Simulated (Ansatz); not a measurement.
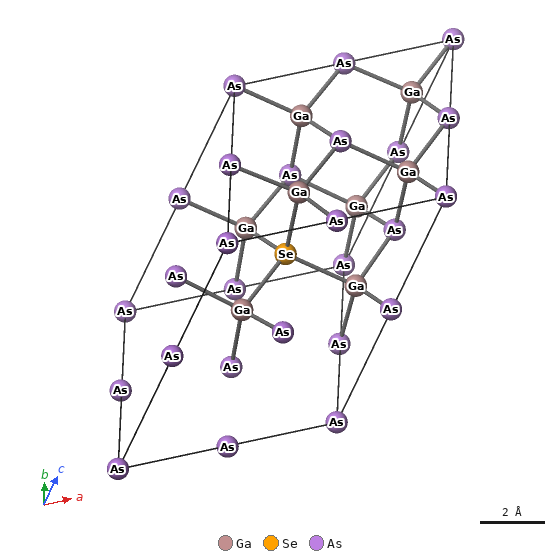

The figure gives a ball-and-stick picture of the atoms, viewed from a general direction. The supercell is drawn as a box. The host is GaAs, in a cell of 16 sites, and the cell carries a charge of +1.

Where does the cell differ from the host, and how?

Selenium on an arsenic site (a substitutional impurity). It is bonded to four Ga in a tetrahedral arrangement at about 2.5 Å.

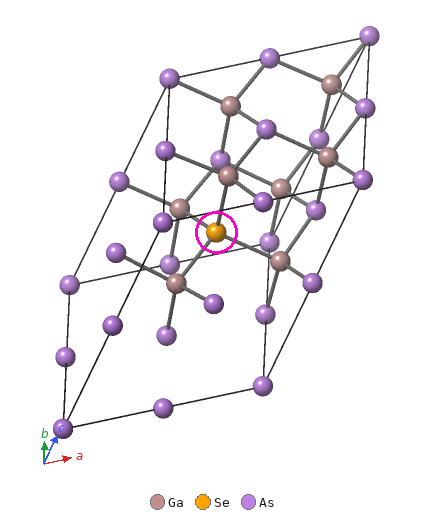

The same cell with a ring at the defect's site.

The atoms were relaxed in the host's cell with DFT LDA, scalar-relativistic, plane waves, PAW in Ansatz 0.2.0.
